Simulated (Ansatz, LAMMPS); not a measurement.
# Relaxing a frame of liquid acetonitrile from 293 K (186 atoms), part 2 of 3

Aim: bring a frame of liquid acetonitrile from 293 K (186 atoms) to a nearby minimum of the energy and see what moves.

Ansatz 0.2.0; Kohn-Sham DFT, PBE+D4, PAW (set soft_2), plane waves.

The cell: 62 C, 31 N and 93 H. The network of contacts between molecules at the start is that of the classical potential that made the cell. Only the Γ point is sampled, in a cell whose shortest periodic width is 14 Å.

So far. Step 3 (Single point at the start): Neighbours are counted within 1.34 Å (H-C), 1.85 Å (C-C), 1.62 Å (C-N).

### Step 4. Relaxation

With the cell held, the atoms are moved downhill towards a nearby minimum.

Contents of input.yaml:

```yaml
crystal:
  lattice:
    - [13.90522, 0.0, 0.0]
    - [0.0, 13.90522, 0.0]
    - [0.0, 0.0, 13.90522]
  atoms:
    [... the 186 atom lines of step 3 ...]
kpoints:
  mp_grid: { grid: [1, 1, 1] }
hamiltonian:
  xc: pbe
  dispersion: d4
scf:
  occupations: { method: fixed }
output:
  forces: true
relax:
  f_tol: 0.05
  max_steps: 200
```

Command:

```bash
$ ansatz run input.yaml --threads 4 --pin off --max-ram 8192MiB --backend cpu --events-out ev --progress --plain --runs-dir out
```

Numbers of over 12 decimals in the logs are rounded to 6 here.

The program printed:

```text
[...]
Crystal: 186 atoms, lattice volume = 2688.646 Å³
Basis set: ecut = 420 eV, 52515 PW (Γ), exchange–correlation on 192×192×192 points (8 copies of the dense FFT grid, shifted against one another)
Bands: 434, of which v1, the nominal top of the filled ones, is band 248 counted from 1 (247 counted from 0)
Symmetry: 1 space group operations
[...]
k-points: 1
[...]
SCF iter   1: F=—  HF=-28939.095834 eV  |F-HF|=—  |Δ(HF+E_count)|=         —  Δρ=3.31e-3  dr2=4.40e-1  ethr=1.77e-3  ⟨swp⟩=6.0  Hψ=1316  notcnv=0  defer=182
[...]
SCF iter   3: F=—  HF=-28939.176879 eV  |F-HF|=—  |Δ(HF+E_count)|=   6.54e-3  Δρ=1.07e-3  dr2=5.55e-2  ethr=2.96e-5  ⟨swp⟩=4.0  Hψ=504  notcnv=0  defer=73
automatic band count: iteration 3 solves 323 bands in place of 434: the levels show a gap, and the empty bands left out lie too high to hold charge; the band table lists the bands solved (type scf.n_extra_bands for more)
SCF iter   4: F=—  HF=-28939.178294 eV  |F-HF|=—  |Δ(HF+E_count)|=   1.41e-3  Δρ=4.03e-4  dr2=5.82e-3  ethr=1.12e-5  ⟨swp⟩=4.0  Hψ=570  notcnv=0  defer=73
[...]
SCF iter   8: F=-28939.176859 eV  HF=-28939.176864 eV  |F-HF|=4.41e-6  |Δ(HF+E_count)|=   9.52e-6  Δρ=1.51e-5  dr2=8.03e-6  ethr=8.89e-9  ⟨swp⟩=4.0  Hψ=825  notcnv=0
SCF 1 converged in 8 iterations: F = -28939.176859 eV  dr2 = 8.03e-6
[...]
relax step   1: F+E_penalty+E_count = -28939.17685930 eV  Δ(F+E_penalty+E_count) = +0.000e0 eV  max|allowed force component| = 3.479e0 eV/Å  Δτ_max = 0.0000 Å  (8 SCF iters, dr2 threshold 6.25e-5 eV, accepted)
[... from here on, the SCF cycles and remarks between the steps are left out ...]
relax step   2: F+E_penalty+E_count = -28943.41507461 eV  Δ(F+E_penalty+E_count) = -4.238e0 eV  max|allowed force component| = 1.086e0 eV/Å  Δτ_max = 0.1989 Å  (7 SCF iters, dr2 threshold 1.00e-4 eV, accepted)
relax step   3: F+E_penalty+E_count = -28944.40917202 eV  Δ(F+E_penalty+E_count) = -9.941e-1 eV  max|allowed force component| = 5.905e-1 eV/Å  Δτ_max = 0.1905 Å  (7 SCF iters, dr2 threshold 7.37e-5 eV, accepted)
relax step   4: F+E_penalty+E_count = -28944.79807531 eV  Δ(F+E_penalty+E_count) = -3.889e-1 eV  max|allowed force component| = 3.523e-1 eV/Å  Δτ_max = 0.1928 Å  (8 SCF iters, dr2 threshold 3.40e-5 eV, accepted)
relax step   5: F+E_penalty+E_count = -28945.11019865 eV  Δ(F+E_penalty+E_count) = -3.121e-1 eV  max|allowed force component| = 3.658e-1 eV/Å  Δτ_max = 0.1941 Å  (8 SCF iters, dr2 threshold 3.67e-5 eV, accepted)
relax step   6: F+E_penalty+E_count = -28945.30892450 eV  Δ(F+E_penalty+E_count) = -1.987e-1 eV  max|allowed force component| = 4.267e-1 eV/Å  Δτ_max = 0.1993 Å  (7 SCF iters, dr2 threshold 4.76e-5 eV, accepted)
relax step   7: F+E_penalty+E_count = -28945.46724731 eV  Δ(F+E_penalty+E_count) = -1.583e-1 eV  max|allowed force component| = 3.860e-1 eV/Å  Δτ_max = 0.1940 Å  (7 SCF iters, dr2 threshold 1.00e-4 eV, accepted)
relax step   8: F+E_penalty+E_count = -28945.62502563 eV  Δ(F+E_penalty+E_count) = -1.578e-1 eV  max|allowed force component| = 4.138e-1 eV/Å  Δτ_max = 0.1953 Å  (7 SCF iters, dr2 threshold 1.00e-4 eV, accepted)
relax step   9: F+E_penalty+E_count = -28945.73123978 eV  Δ(F+E_penalty+E_count) = -1.062e-1 eV  max|allowed force component| = 5.355e-1 eV/Å  Δτ_max = 0.1949 Å  (7 SCF iters, dr2 threshold 1.00e-4 eV, accepted)
relax step  10: F+E_penalty+E_count = -28945.86157509 eV  Δ(F+E_penalty+E_count) = -1.303e-1 eV  max|allowed force component| = 3.683e-1 eV/Å  Δτ_max = 0.1399 Å  (7 SCF iters, dr2 threshold 1.00e-4 eV, accepted)
relax step  11: F+E_penalty+E_count = -28945.97658670 eV  Δ(F+E_penalty+E_count) = -1.150e-1 eV  max|allowed force component| = 5.296e-1 eV/Å  Δτ_max = 0.1917 Å  (7 SCF iters, dr2 threshold 6.41e-5 eV, accepted)
relax step  12: F+E_penalty+E_count = -28946.04998752 eV  Δ(F+E_penalty+E_count) = -7.340e-2 eV  max|allowed force component| = 6.506e-1 eV/Å  Δτ_max = 0.1950 Å  (7 SCF iters, dr2 threshold 1.00e-4 eV, accepted)
relax step  13: F+E_penalty+E_count = -28946.11625862 eV  Δ(F+E_penalty+E_count) = -6.627e-2 eV  max|allowed force component| = 5.933e-1 eV/Å  Δτ_max = 0.1613 Å  (7 SCF iters, dr2 threshold 1.00e-4 eV, accepted)
relax step  14: F+E_penalty+E_count = -28946.18373556 eV  Δ(F+E_penalty+E_count) = -6.748e-2 eV  max|allowed force component| = 4.687e-1 eV/Å  Δτ_max = 0.1951 Å  (7 SCF iters, dr2 threshold 1.00e-4 eV, accepted)
relax step  15: F+E_penalty+E_count = -28946.23184501 eV  Δ(F+E_penalty+E_count) = -4.811e-2 eV  max|allowed force component| = 4.584e-1 eV/Å  Δτ_max = 0.1952 Å  (7 SCF iters, dr2 threshold 1.00e-4 eV, accepted)
relax step  16: F+E_penalty+E_count = -28946.26768250 eV  Δ(F+E_penalty+E_count) = -3.584e-2 eV  max|allowed force component| = 3.399e-1 eV/Å  Δτ_max = 0.1019 Å  (7 SCF iters, dr2 threshold 1.00e-4 eV, accepted)
relax step  17: F+E_penalty+E_count = -28946.30204938 eV  Δ(F+E_penalty+E_count) = -3.437e-2 eV  max|allowed force component| = 2.105e-1 eV/Å  Δτ_max = 0.1415 Å  (7 SCF iters, dr2 threshold 6.35e-5 eV, accepted)
[...]
relax step  23: F+E_penalty+E_count = -28946.39418834 eV  Δ(F+E_penalty+E_count) = -9.343e-3 eV  max|allowed force component| = 2.220e-1 eV/Å  Δτ_max = 0.0731 Å  (6 SCF iters, dr2 threshold 5.76e-5 eV, accepted)
relax step  24: F+E_penalty+E_count = -28946.40302755 eV  Δ(F+E_penalty+E_count) = -8.839e-3 eV  max|allowed force component| = 9.309e-2 eV/Å  Δτ_max = 0.0939 Å  (6 SCF iters, dr2 threshold 3.36e-5 eV, accepted)
relax step  25: F+E_penalty+E_count = -28946.40738251 eV  Δ(F+E_penalty+E_count) = -4.355e-3 eV  max|allowed force component| = 2.749e-1 eV/Å  Δτ_max = 0.1954 Å  (10 SCF iters, accepted)
[...]
relax step  28: F+E_penalty+E_count = -28946.43841951 eV  Δ(F+E_penalty+E_count) = -1.237e-2 eV  max|allowed force component| = 1.415e-1 eV/Å  Δτ_max = 0.1961 Å  (11 SCF iters, accepted)
[...]
relax step  32: F+E_penalty+E_count = -28946.47093129 eV  Δ(F+E_penalty+E_count) = -8.283e-3 eV  max|allowed force component| = 3.275e-1 eV/Å  Δτ_max = 0.1958 Å  (10 SCF iters, accepted)
[...]
relax step  40: F+E_penalty+E_count = -28946.54393868 eV  Δ(F+E_penalty+E_count) = -1.166e-2 eV  max|allowed force component| = 2.829e-1 eV/Å  Δτ_max = 0.1949 Å  (10 SCF iters, accepted)
[...]
relax step  44: F+E_penalty+E_count = -28946.56902757 eV  Δ(F+E_penalty+E_count) = -5.580e-3 eV  max|allowed force component| = 2.099e-1 eV/Å  Δτ_max = 0.1951 Å  (10 SCF iters, accepted)
relax step  45: F+E_penalty+E_count = -28946.57413238 eV  Δ(F+E_penalty+E_count) = -5.105e-3 eV  max|allowed force component| = 1.361e-1 eV/Å  Δτ_max = 0.0445 Å  (7 SCF iters, dr2 threshold 3.49e-6 eV, accepted)
relax step  46: F+E_penalty+E_count = -28946.57908692 eV  Δ(F+E_penalty+E_count) = -4.955e-3 eV  max|allowed force component| = 4.030e-2 eV/Å  Δτ_max = 0.0525 Å  (7 SCF iters, dr2 threshold 7.79e-6 eV, accepted)
relax step  47: F+E_penalty+E_count = -28946.57908709 eV  Δ(F+E_penalty+E_count) = -1.687e-7 eV  max|allowed force component| = 4.032e-2 eV/Å  Δτ_max = 0.0000 Å  (4 SCF iters, accepted)
relax step  48: F+E_penalty+E_count = -28946.58437162 eV  Δ(F+E_penalty+E_count) = -5.285e-3 eV  max|allowed force component| = 6.908e-2 eV/Å  Δτ_max = 0.1303 Å  (10 SCF iters, accepted)
relax step  49: F+E_penalty+E_count = -28946.58895389 eV  Δ(F+E_penalty+E_count) = -4.582e-3 eV  max|allowed force component| = 2.521e-1 eV/Å  Δτ_max = 0.1957 Å  (8 SCF iters, dr2 threshold 4.77e-6 eV, accepted)
relax step  50: F+E_penalty+E_count = -28946.59276587 eV  Δ(F+E_penalty+E_count) = -3.812e-3 eV  max|allowed force component| = 2.389e-1 eV/Å  Δτ_max = 0.0978 Å  (5 SCF iters, dr2 threshold 6.35e-5 eV, accepted)
relax step  51: F+E_penalty+E_count = -28946.59975769 eV  Δ(F+E_penalty+E_count) = -6.992e-3 eV  max|allowed force component| = 2.235e-1 eV/Å  Δτ_max = 0.1952 Å  (7 SCF iters, dr2 threshold 5.13e-5 eV, accepted)
relax step  52: F+E_penalty+E_count = -28946.60397021 eV  Δ(F+E_penalty+E_count) = -4.213e-3 eV  max|allowed force component| = 3.505e-1 eV/Å  Δτ_max = 0.1970 Å  (7 SCF iters, dr2 threshold 4.37e-5 eV, accepted)
relax step  53: F+E_penalty+E_count = -28946.60799689 eV  Δ(F+E_penalty+E_count) = -4.027e-3 eV  max|allowed force component| = 2.423e-1 eV/Å  Δτ_max = 0.0636 Å  (5 SCF iters, dr2 threshold 1.00e-4 eV, accepted)
relax step  54: F+E_penalty+E_count = -28946.61149498 eV  Δ(F+E_penalty+E_count) = -3.498e-3 eV  max|allowed force component| = 5.210e-2 eV/Å  Δτ_max = 0.0734 Å  (5 SCF iters, dr2 threshold 2.81e-5 eV, accepted)
relax step  55: F+E_penalty+E_count = -28946.61333239 eV  Δ(F+E_penalty+E_count) = -1.837e-3 eV  max|allowed force component| = 6.075e-2 eV/Å  Δτ_max = 0.0675 Å  (9 SCF iters, accepted)
relax step  56: F+E_penalty+E_count = -28946.61511520 eV  Δ(F+E_penalty+E_count) = -1.783e-3 eV  max|allowed force component| = 2.837e-2 eV/Å  Δτ_max = 0.0985 Å  (10 SCF iters, accepted)
relax step  57: F+E_penalty+E_count = -28946.61609421 eV  Δ(F+E_penalty+E_count) = -9.790e-4 eV  max|allowed force component| = 6.195e-2 eV/Å  Δτ_max = 0.0579 Å  (9 SCF iters, accepted)
relax step  58: F+E_penalty+E_count = -28946.61691343 eV  Δ(F+E_penalty+E_count) = -8.192e-4 eV  max|allowed force component| = 2.173e-2 eV/Å  Δτ_max = 0.0416 Å  (9 SCF iters, accepted)
relax step  59: F+E_penalty+E_count = -28946.61766916 eV  Δ(F+E_penalty+E_count) = -7.557e-4 eV  max|allowed force component| = 2.930e-2 eV/Å  Δτ_max = 0.0605 Å  (10 SCF iters, accepted)
SCF converged after 10 iterations
Free energy (F): -28946.617669 eV
[...]
Internal energy: -28946.617669 eV  (E = F + TS)
E sigma→0 (E₀):  -28946.617669 eV
Fermi energy:    -3.879766 eV
[...]
--- Forces (eV/Å), atoms counted from 1 ---
  atom   1  C      0.00830749    -0.00162329     0.00187006
  atom   2  C     -0.00193773    -0.00153896     0.00109109
  atom   3  N      0.00047184     0.00231680    -0.00111216
  atom   4  H     -0.00482199    -0.00059435    -0.00132570
  atom   5  H      0.00077237    -0.00052296    -0.00053590
  atom   6  H     -0.00377218    -0.00067507     0.00045168
  atom   7  C      0.00333945     0.00067798     0.00137298
  atom   8  C     -0.00247729     0.00176304    -0.00250328
  atom   9  N      0.00272895    -0.00162845     0.00193556
  atom  10  H     -0.00242305     0.00083039     0.00058299
  atom  11  H      0.00004993     0.00034240     0.00041551
  atom  12  H     -0.00012753    -0.00299505    -0.00017873
  atom  13  C      0.00245031     0.00099309     0.00009170
  atom  14  C     -0.00485170    -0.00366654    -0.00009879
[...]
atom 185  H      0.00209931     0.00500444     0.00746408
  atom 186  H      0.00096054     0.00400580    -0.00146015
  max |Σ_I F_I| component: 1.40e-4 eV/Å
--- Relaxed structure (59 steps of the walk, 59 accepted, 0 SCFs on fresh bases) ---
  F+E_penalty+E_count = -28946.61766916 eV   max|allowed force component| = 2.930e-2 eV/Å
  atoms:
    - { symbol: C, position: [0.641054, 0.837359, 0.874246] }
    - { symbol: C, position: [0.698024, 0.750275, 0.869026] }
    - { symbol: N, position: [0.744502, 0.680956, 0.863837] }
    - { symbol: H, position: [0.585678, 0.835702, 0.818023] }
[...]
- { symbol: H, position: [-0.065709, 0.530799, 0.901761] }
```

It took 7 min on 4 threads of AMD EPYC 9R45, shared host; peak memory 3 GiB; 26 min of CPU time.

Step by step (22 of 59):

```csv
step,energy less that of the first step (eV),largest force component (eV/Å)
1,0.0000,3.4786
4,-5.6212,0.3523
7,-6.2904,0.3860
9,-6.5544,0.5355
12,-6.8731,0.6506
15,-7.0550,0.4584
18,-7.1495,0.2599
20,-7.1853,0.2476
23,-7.2173,0.2220
26,-7.2411,0.1831
29,-7.2641,0.3753
31,-7.2858,0.0508
34,-7.3108,0.2722
37,-7.3368,0.3913
40,-7.3671,0.2829
42,-7.3788,0.3240
45,-7.3973,0.1361
48,-7.4075,0.0691
51,-7.4229,0.2235
53,-7.4311,0.2423
56,-7.4383,0.0284
59,-7.4408,0.0293
```

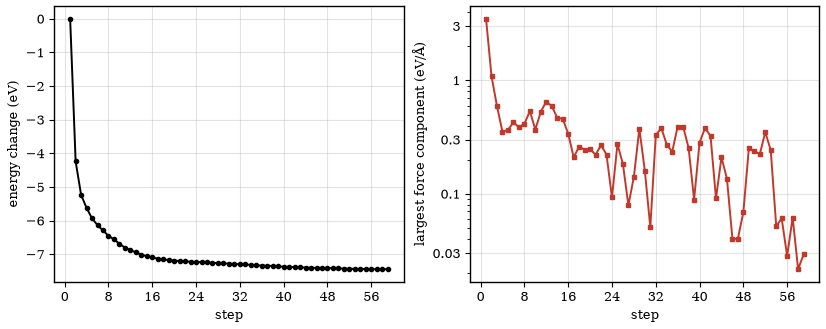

Energy and largest force along the relaxation.

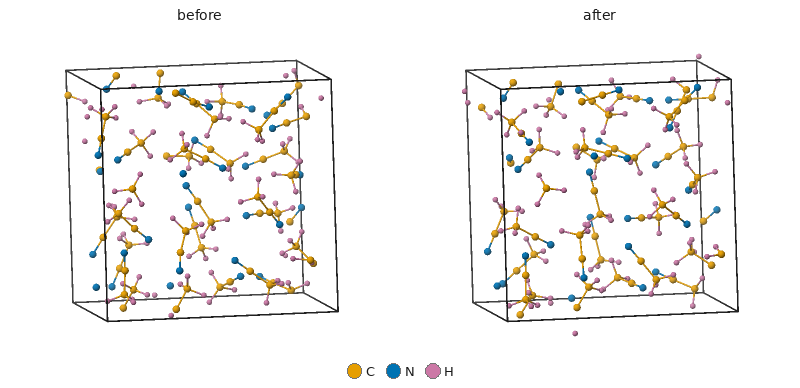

The structure before and after the relaxation, drawn at the same scale. Bonds to atoms that aren't drawn are left out.

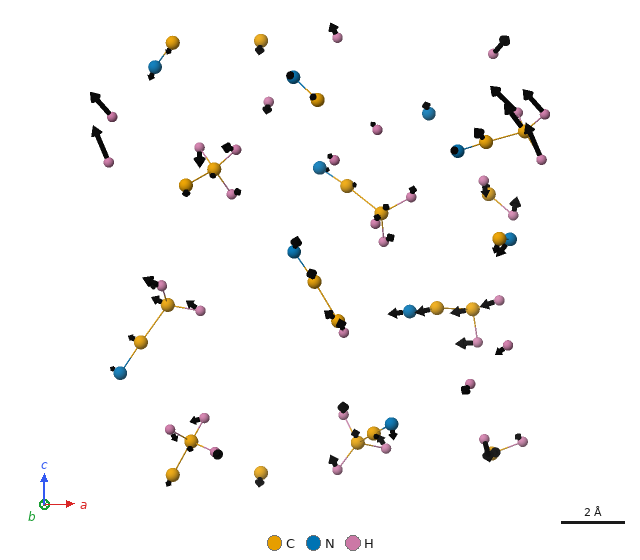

Displacements in the relaxation, scaled; the longest in the cell stands for 2.90 Å. Drawn is a slice 4 Å thick, seen along the normal of the ac plane. Bonds to atoms that aren't drawn are left out.

The atoms that moved most (Å):

```csv
atom,dx,dy,dz,length
H185,-1.846,-1.296,1.829,2.904
H186,-1.023,-0.429,2.391,2.636
H184,-1.451,-0.954,1.658,2.402
H30,1.097,1.881,0.942,2.373
C181,-1.276,-0.849,1.713,2.299
N93,1.794,-0.670,0.762,2.061
H28,0.420,1.274,-1.512,2.021
H35,1.244,-1.164,-0.919,1.936
```

The relaxation changed the energy by -40.0 meV/atom, and atoms moved by 1.0 Å r.m.s., 2.9 Å at most.

### Step 5. Distances and neighbours after relaxation

Bonds before and after, by the cutoffs listed below:

```csv
pair,bonds before,bonds after,mean before (Å),mean after (Å),spread before (Å),spread after (Å)
H-C,93,93,1.089,1.098,0.029,0.001
C-C,31,31,1.461,1.448,0.030,0.001
C-N,31,31,1.164,1.163,0.014,0.000
```

Density 0.786 g/cm³, 14.46 Å³ an atom.

g(r), total and by pair (bins of 0.2 Å):

```csv
r (Å),total,H-H,H-C,H-N,C-C,C-N,N-N
1.00,4.66,0.00,13.95,0.00,0.00,0.00,0.00
1.20,1.68,0.00,0.88,0.00,0.00,12.50,0.00
1.40,0.94,0.00,0.00,0.00,8.45,0.00,0.00
1.60,0.00,0.00,0.00,0.00,0.00,0.00,0.00
1.80,1.82,7.25,0.00,0.00,0.00,0.00,0.00
2.00,1.19,0.00,3.58,0.00,0.00,0.00,0.00
2.20,0.14,0.00,0.41,0.00,0.00,0.00,0.00
2.40,0.27,0.00,0.00,1.64,0.00,0.00,0.00
2.60,0.65,0.21,0.00,1.94,0.00,2.50,0.00
2.80,0.35,0.50,0.05,1.25,0.00,0.00,0.00
3.00,0.39,0.55,0.35,0.84,0.00,0.00,0.00
3.20,1.09,0.76,0.82,3.74,0.00,0.00,0.00
3.40,0.93,0.76,1.25,0.71,0.05,1.78,0.00
3.60,1.21,0.82,1.05,0.97,0.61,3.76,0.00
3.80,1.02,0.77,0.99,0.87,1.12,1.64,1.52
4.00,1.18,0.76,0.98,1.78,1.80,0.87,2.37
4.20,1.14,0.89,0.78,1.58,2.11,1.02,1.64
4.40,1.17,1.40,1.14,1.01,1.30,0.90,0.93
4.60,1.23,1.23,1.48,0.80,1.65,0.77,1.25
4.80,1.11,1.21,1.29,0.56,1.41,0.90,1.16
5.00,1.07,1.01,1.40,0.58,1.15,0.60,1.88
5.20,1.09,1.31,1.09,0.70,1.44,0.86,1.08
5.40,0.98,1.19,0.99,0.71,1.07,0.63,1.29
5.60,0.91,1.10,0.98,0.63,0.99,0.59,0.92
5.80,0.99,1.10,0.99,1.06,0.86,0.79,0.65
6.00,0.85,0.95,0.84,0.73,0.82,0.82,0.75
6.20,0.97,0.96,1.13,0.81,0.76,0.96,0.99
6.40,1.01,1.03,1.05,1.06,0.54,1.21,1.08
```

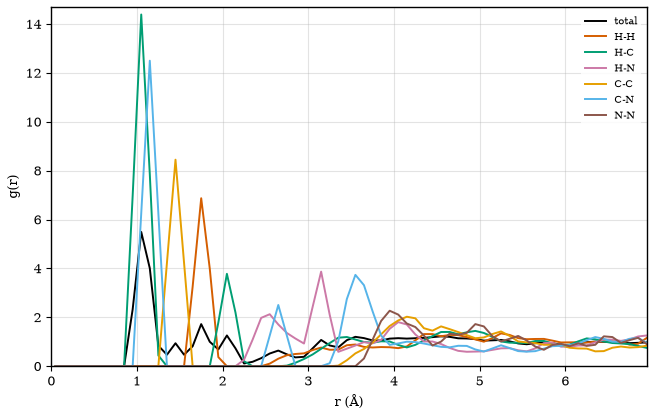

Pair distribution functions, lightly smoothed.

Bonds by pair of elements; cutoffs follow the first minimum of g(r), held within bounds set by covalent radii, and pairs that aren't listed don't count as bonded:

```csv
pair A-B,cutoff (Å),bonds,mean length (Å),spread (Å),shortest (Å),B about A,A about B
H-C,1.34,93,1.10,0.001,1.10,1,1.5
C-C,1.82,31,1.45,0.001,1.45,1,1
C-N,1.62,31,1.16,0,1.16,0.5,1
```

How many atoms have how many bonded neighbours:

```csv
element,mean,1,2,4
C,3,0,31,31
H,1,93,0,0
N,1,31,0,0
```

Bond angles, per cent of each kind in bins of 5°:

```csv
angle (°),H-C-H,C-C-H,C-C-N
105–110,89.2,69.9,0.0
110–115,10.8,30.1,0.0
115–120,0.0,0.0,0.0
120–125,0.0,0.0,0.0
125–130,0.0,0.0,0.0
130–135,0.0,0.0,0.0
135–140,0.0,0.0,0.0
140–145,0.0,0.0,0.0
145–150,0.0,0.0,0.0
150–155,0.0,0.0,0.0
155–160,0.0,0.0,0.0
160–165,0.0,0.0,0.0
165–170,0.0,0.0,0.0
170–175,0.0,0.0,0.0
175–180,0.0,0.0,100.0
```

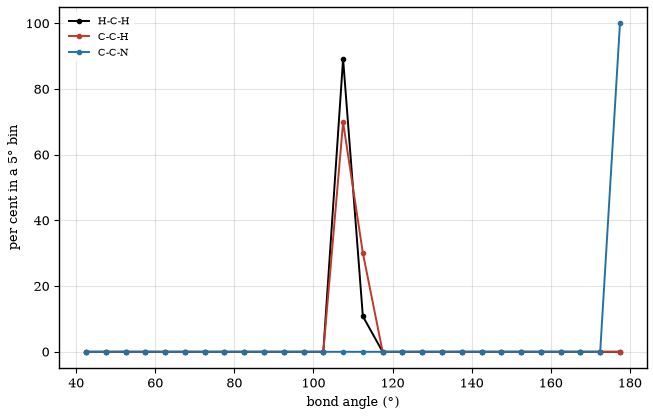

Distributions of the most common bond angles.

Bond angles (no mean is given where the spread exceeds 20°):

```csv
angle,count,mean (°),spread (°)
H-C-H,93,109,0.6
C-C-H,93,110,0.4
C-C-N,31,179,0.3
```

Bond length by coordination (bonds to H left out):

```csv
element,coordination,atoms,mean bond length (Å)
C,2,31,1.31
C,4,31,1.45
```

Counting bonds as in the table, 50 % of C atoms have 2 and as many 4, all H atoms have 1 and all N atoms have 1 bonded neighbour. The H-C-H angle averages 109° with a spread of 0.6°.

(Continued in part 3 of 3.)

[Logs are printed without paths, hosts, clocks, repeated set-up lines and the standing remarks that a program may print on its own settings, such as how far it seeks lower states.]

[Hosts, paths, dates, database ids (printed as entryN), source tags and the programs' standing remarks are cut or masked in the printed files.]
